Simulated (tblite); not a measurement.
**Zn2HSO2: geometry relaxation**

Zn2HSO2, multiplicity 2, computed with GFN2-xTB geometry optimisation, gas phase (tblite 0.8.0).

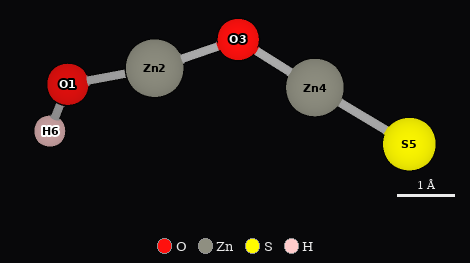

**Figure 1.** The structure as given in the input (ball-and-stick view, seen at a tilt; atoms are numbered from 1 in the order of the input). Sticks mark near contacts.

## Key numbers

- outcome: converged
- total energy: −352.5025 eV
- hardware: 1 CPU thread, shared host
- wall time: 0.61 s
- peak memory: 0.17 GiB

## The input
```
{"job": {"kind": "relax", "xc": "GFN2-xTB", "basis": "xTB"}, "charge": 0, "multiplicity": 2}
O      1.646809     0.847723    -1.314660
Zn     0.893251     0.213499    -0.029477
O      0.382763    -0.449516     1.330396
Zn    -0.775267    -1.583795     1.454174
S     -2.334323    -2.719390     1.774938
H      1.411918     0.653780    -2.247493
```

The first line tells a small driver script what to run in tblite; the rest is the geometry in Å.

Launched with:
```bash
OMP_NUM_THREADS=1 python <driver script> task.json out
```

## Log
```
step      E/eV     max force
  0    -351.64004    3.969
  1    -351.90549    2.035
  2    -352.08507    1.096
  3    -352.23174    0.640
  4    -352.25940    0.471
  5    -352.26775    0.355
  6    -352.27686    0.350
  7    -352.29012    0.448
  8    -352.30225    0.453
  9    -352.31323    0.458
 10    -352.32639    0.361
 11    -352.33869    0.448
 12    -352.34945    0.469
 13    -352.36046    0.319
 14    -352.36776    0.255
 15    -352.37399    0.266
 16    -352.38296    0.421
 17    -352.39276    0.521
 18    -352.40235    0.442
 19    -352.41273    0.399
 20    -352.42144    0.217
 21    -352.42517    0.213
 22    -352.42671    0.203
 23    -352.42893    0.138
 24    -352.43073    0.094
 25    -352.43217    0.073
 26    -352.43257    0.066
 27    -352.43308    0.068
 28    -352.43390    0.062
 29    -352.43603    0.075
 30    -352.44126    0.118
 31    -352.44964    0.493
 32    -352.45858    0.326
 33    -352.47000    0.175
 34    -352.46591    0.891
 35    -352.46679    0.473
 36    -352.47357    0.232
 37    -352.47694    0.103
 38    -352.47734    0.061
 39    -352.47767    0.066
 40    -352.47806    0.065
 41    -352.47865    0.102
 42    -352.47965    0.132
 43    -352.48130    0.160
 44    -352.48304    0.097
 45    -352.48326    0.410
 46    -352.48555    0.105
 47    -352.48660    0.070
 48    -352.48751    0.055
 49    -352.48804    0.072
 50    -352.48870    0.091
 51    -352.49020    0.121
 52    -352.49251    0.170
 53    -352.49546    0.220
 54    -352.49790    0.164
 55    -352.49543    0.211
 56    -352.49980    0.122
 57    -352.49969    0.213
 58    -352.50100    0.031
 59    -352.50126    0.043
 60    -352.50141    0.042
 61    -352.50150    0.025
 62    -352.50155    0.022
 63    -352.50167    0.022
 64    -352.50187    0.042
 65    -352.50214    0.041
 66    -352.50228    0.018
 67    -352.50231    0.008
 68    -352.50232    0.013
 69    -352.50234    0.010
 70    -352.50238    0.010
 71    -352.50242    0.015
 72    -352.50245    0.011
 73    -352.50246    0.003
```

## Trajectory as extended XYZ (Å, eV, eV/Å), 17 of the 26 frames kept, from step=0 to step=73
```
6
Properties=species:S:1:pos:R:3:forces:R:3 step=0 energy=-351.64004
O     1.6468    0.8477   -1.3147    0.3210   0.2750  -2.0220
Zn    0.8933    0.2135   -0.0295    0.3340   0.5180  -0.7410
O     0.3828   -0.4495    1.3304    0.3810   0.2640   1.2860
Zn   -0.7753   -1.5838    1.4542    1.8280   0.9910  -0.2580
S    -2.3343   -2.7194    1.7749   -3.1470  -2.3130   0.7040
H     1.4119    0.6538   -2.2475    0.2830   0.2640   1.0300
6
Properties=species:S:1:pos:R:3:forces:R:3 step=6 energy=-352.27686
O     1.7303    0.9172   -1.4241   -0.0120  -0.0080  -0.0590
Zn    0.9363    0.2715   -0.0732    0.1850   0.1250   0.0540
O     0.4675   -0.3692    1.4423   -0.2470  -0.1990  -0.1480
Zn   -0.7555   -1.6266    1.4786   -0.0740  -0.0420   0.2260
S    -2.5671   -2.8928    1.8330    0.0780   0.0360   0.0220
H     1.4137    0.6623   -2.2887    0.0710   0.0870  -0.0950
6
Properties=species:S:1:pos:R:3:forces:R:3 step=9 energy=-352.31323
O     1.7530    0.9364   -1.4654   -0.0870  -0.0710   0.0860
Zn    0.9905    0.3123   -0.0520    0.1170   0.0260  -0.0550
O     0.4191   -0.4029    1.4187   -0.1850  -0.1270  -0.3220
Zn   -0.7978   -1.6680    1.5533    0.3450   0.2880   0.0870
S    -2.5718   -2.9028    1.8470   -0.2380  -0.1820   0.0850
H     1.4321    0.6874   -2.3335    0.0480   0.0660   0.1190
6
Properties=species:S:1:pos:R:3:forces:R:3 step=15 energy=-352.37399
O     1.7857    0.9626   -1.4820    0.2070   0.1660  -0.0040
Zn    1.1050    0.3651   -0.0431   -0.0660  -0.0780  -0.2130
O     0.3095   -0.4586    1.2129   -0.1350  -0.1230   0.0360
Zn   -0.8017   -1.6837    1.7337   -0.1080  -0.0360   0.0380
S    -2.6402   -2.9688    1.9030    0.1720   0.1090   0.0270
H     1.4668    0.7457   -2.3566   -0.0700  -0.0390   0.1160
6
Properties=species:S:1:pos:R:3:forces:R:3 step=18 energy=-352.40235
O     1.8348    1.0014   -1.4675    0.1140   0.1130  -0.1940
Zn    1.1232    0.3472   -0.0788   -0.0630  -0.0750   0.0000
O     0.2354   -0.5019    1.0836   -0.2780  -0.2850   0.1690
Zn   -0.8234   -1.6888    1.8191    0.3070   0.3020  -0.0970
S    -2.6089   -2.9562    1.9285   -0.1240  -0.0950   0.0460
H     1.4640    0.7607   -2.3172    0.0450   0.0400   0.0760
6
Properties=species:S:1:pos:R:3:forces:R:3 step=24 energy=-352.43073
O     1.8910    1.0489   -1.4539   -0.0230  -0.0170   0.0430
Zn    1.1480    0.3151   -0.0951   -0.0390  -0.0310   0.0060
O     0.0975   -0.5980    0.8948    0.0110  -0.0200  -0.0100
Zn   -0.8002   -1.6454    1.9312   -0.0660  -0.0210  -0.0210
S    -2.5934   -2.9599    1.9741    0.0620   0.0380   0.0390
H     1.4824    0.8015   -2.2833    0.0550   0.0510  -0.0570
6
Properties=species:S:1:pos:R:3:forces:R:3 step=27 energy=-352.43308
O     1.8887    1.0479   -1.4419   -0.0010   0.0020   0.0190
Zn    1.1443    0.3026   -0.0907   -0.0210  -0.0040  -0.0650
O     0.0706   -0.6226    0.8559    0.0200  -0.0140   0.0170
Zn   -0.8003   -1.6336    1.9449   -0.0180   0.0040  -0.0030
S    -2.5736   -2.9486    1.9835   -0.0240  -0.0260   0.0430
H     1.4954    0.8166   -2.2837    0.0440   0.0370  -0.0110
6
Properties=species:S:1:pos:R:3:forces:R:3 step=33 energy=-352.47000
O     1.9404    1.1146   -1.3588   -0.0920  -0.0930   0.0300
Zn    0.9591    0.1312   -0.3485   -0.0090  -0.0150   0.0610
O     0.0115   -0.8159    0.7277    0.0950   0.1130  -0.0940
Zn   -0.9055   -1.5589    1.9782   -0.0580  -0.0580  -0.0180
S    -2.5601   -2.9980    2.2702    0.0090   0.0030   0.0440
H     1.7798    1.0894   -2.3008    0.0540   0.0510  -0.0220
6
Properties=species:S:1:pos:R:3:forces:R:3 step=36 energy=-352.47357
O     1.9347    1.1121   -1.3541   -0.0860  -0.1080   0.1860
Zn    0.9336    0.1147   -0.3727    0.1290   0.1200  -0.0850
O     0.0336   -0.8123    0.7334   -0.0650  -0.0330   0.0740
Zn   -0.9211   -1.5597    1.9640   -0.0090  -0.0200  -0.0690
S    -2.5630   -3.0042    2.2957    0.0090   0.0020   0.0420
H     1.8073    1.1118   -2.2984    0.0220   0.0390  -0.1480
6
Properties=species:S:1:pos:R:3:forces:R:3 step=42 energy=-352.47965
O     1.9190    1.1013   -1.3457    0.0070  -0.0190   0.1050
Zn    0.8867    0.0825   -0.4371    0.0800   0.0710  -0.0770
O     0.0554   -0.8234    0.7425   -0.0370   0.0010  -0.0010
Zn   -0.9673   -1.5642    1.9147   -0.0180  -0.0250  -0.0290
S    -2.5629   -3.0204    2.3891    0.0050  -0.0030   0.0390
H     1.8942    1.1865   -2.2957   -0.0380  -0.0250  -0.0370
6
Properties=species:S:1:pos:R:3:forces:R:3 step=48 energy=-352.48751
O     1.9487    1.1046   -1.2707    0.0320   0.0210  -0.0400
Zn    0.8501    0.0067   -0.5711   -0.0050   0.0250   0.0360
O    -0.0506   -0.8790    0.5794    0.0070   0.0090  -0.0220
Zn   -1.0311   -1.5576    1.8194   -0.0230  -0.0340  -0.0190
S    -2.4940   -3.0143    2.6151    0.0020   0.0030   0.0230
H     2.0020    1.3018   -2.2042   -0.0130  -0.0240   0.0220
6
Properties=species:S:1:pos:R:3:forces:R:3 step=51 energy=-352.49020
O     1.9713    1.1031   -1.2457    0.0450   0.0210   0.0300
Zn    0.8506   -0.0007   -0.6059   -0.0700  -0.0230   0.0960
O    -0.0844   -0.8698    0.5307    0.0110  -0.0070  -0.0090
Zn   -1.0727   -1.5885    1.7429   -0.0100  -0.0220  -0.0270
S    -2.4645   -3.0098    2.7162    0.0030   0.0070   0.0120
H     2.0249    1.3281   -2.1702    0.0220   0.0240  -0.1020
6
Properties=species:S:1:pos:R:3:forces:R:3 step=57 energy=-352.49969
O     2.0193    1.0921   -1.2828   -0.0060  -0.0130   0.0400
Zn    0.8676    0.0817   -0.5285   -0.0030   0.0280  -0.0040
O    -0.0428   -0.7636    0.6437   -0.0960  -0.1030   0.0740
Zn   -1.1796   -1.7428    1.5244    0.1330   0.1160  -0.1190
S    -2.4445   -3.0022    2.8260   -0.0280  -0.0240   0.0360
H     2.0053    1.2971   -2.2150    0.0000  -0.0030  -0.0270
6
Properties=species:S:1:pos:R:3:forces:R:3 step=60 energy=-352.50141
O     2.0229    1.0893   -1.2777   -0.0080   0.0000  -0.0230
Zn    0.8674    0.0832   -0.5233   -0.0020   0.0300  -0.0110
O    -0.0558   -0.7654    0.6379    0.0020  -0.0200   0.0010
Zn   -1.1830   -1.7469    1.4993    0.0010  -0.0030  -0.0010
S    -2.4318   -2.9950    2.8425    0.0060   0.0110  -0.0030
H     2.0054    1.2972   -2.2108    0.0010  -0.0170   0.0390
6
Properties=species:S:1:pos:R:3:forces:R:3 step=66 energy=-352.50228
O     2.0265    1.0811   -1.2540    0.0030   0.0010   0.0060
Zn    0.8346    0.0890   -0.5442   -0.0070   0.0050   0.0040
O    -0.0725   -0.7886    0.6097    0.0130   0.0030  -0.0120
Zn   -1.2264   -1.7735    1.4281   -0.0020  -0.0040   0.0030
S    -2.3712   -2.9560    2.9093   -0.0080  -0.0050   0.0080
H     2.0342    1.3103   -2.1810    0.0010   0.0000  -0.0090
6
Properties=species:S:1:pos:R:3:forces:R:3 step=69 energy=-352.50234
O     2.0266    1.0829   -1.2548    0.0010   0.0000   0.0040
Zn    0.8354    0.0873   -0.5470   -0.0030   0.0090  -0.0010
O    -0.0730   -0.7913    0.6047    0.0010  -0.0080   0.0000
Zn   -1.2238   -1.7699    1.4382    0.0080   0.0050  -0.0050
S    -2.3766   -2.9603    2.9084   -0.0050  -0.0020   0.0030
H     2.0365    1.3135   -2.1816   -0.0010  -0.0040  -0.0020
6
Properties=species:S:1:pos:R:3:forces:R:3 step=73 energy=-352.50246
O     2.0262    1.0850   -1.2585    0.0000   0.0000  -0.0020
Zn    0.8336    0.0986   -0.5405    0.0000   0.0000   0.0000
O    -0.0641   -0.7961    0.6069    0.0000   0.0000   0.0000
Zn   -1.2137   -1.7661    1.4507    0.0000  -0.0010   0.0010
S    -2.3895   -2.9652    2.8970    0.0000   0.0010   0.0000
H     2.0327    1.3062   -2.1878    0.0000   0.0000   0.0030
```
